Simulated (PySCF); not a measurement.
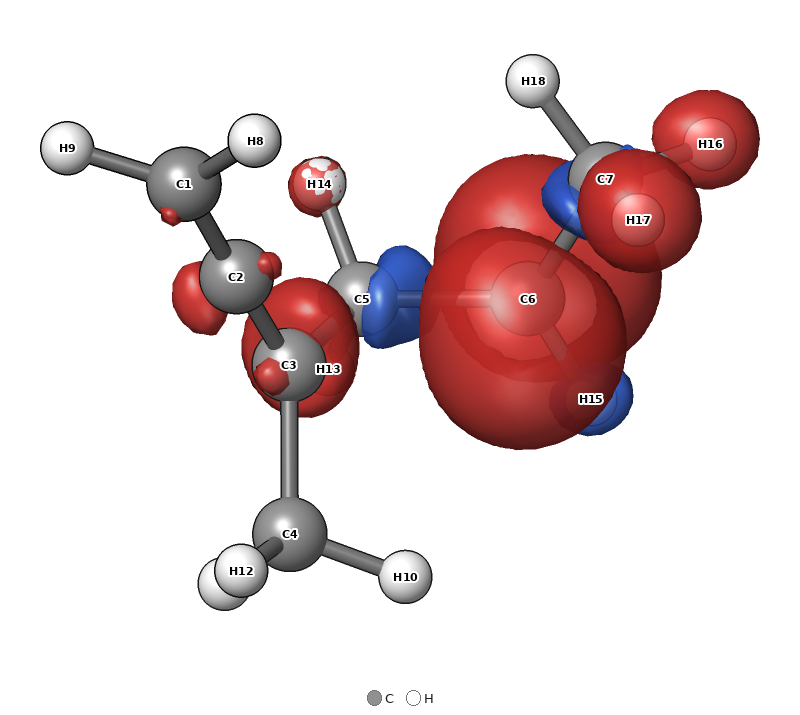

*C7H11 (SMILES C=C=C(C)C[CH]C) (doublet). Isosurfaces of the spin density at +0.02 (red) and −0.02 e/Å³ (blue), seen at a tilt.*

Geometry: GFN2-xTB.

The calculation used UKS B3LYP, pcH-1 on C H, non-relativistic, mean-field spin-orbit, GIAO in PySCF.

```yaml
atoms:
  - { symbol: C, position_ang: [-1.8167, 2.0167, -0.3893] }
  - { symbol: C, position_ang: [-1.3108, 0.8223, -0.3699] }
  - { symbol: C, position_ang: [-0.7723, -0.3578, -0.3778] }
  - { symbol: C, position_ang: [-1.4427, -1.5758, 0.1868] }
  - { symbol: C, position_ang: [0.6452, -0.5685, -0.9261] }
  - { symbol: C, position_ang: [1.6002, -0.5897, 0.1970] }
  - { symbol: C, position_ang: [2.0780, 0.6594, 0.8265] }
  - { symbol: H, position_ang: [-1.6662, 2.7102, 0.4241] }
  - { symbol: H, position_ang: [-2.4239, 2.3670, -1.2101] }
  - { symbol: H, position_ang: [-0.8314, -2.0068, 0.9787] }
  - { symbol: H, position_ang: [-1.5676, -2.3286, -0.5920] }
  - { symbol: H, position_ang: [-2.4193, -1.3253, 0.5940] }
  - { symbol: H, position_ang: [0.6608, -1.5131, -1.4744] }
  - { symbol: H, position_ang: [0.8755, 0.2511, -1.6103] }
  - { symbol: H, position_ang: [1.7678, -1.5158, 0.7225] }
  - { symbol: H, position_ang: [3.1451, 0.5968, 1.0534] }
  - { symbol: H, position_ang: [1.5680, 0.8503, 1.7789] }
  - { symbol: H, position_ang: [1.9016, 1.5136, 0.1763] }
```

Describe the spin distribution.

The unpaired spin (1 electron) lies mostly on C6 (about 0.7), in electrons by Hirshfeld's partition.
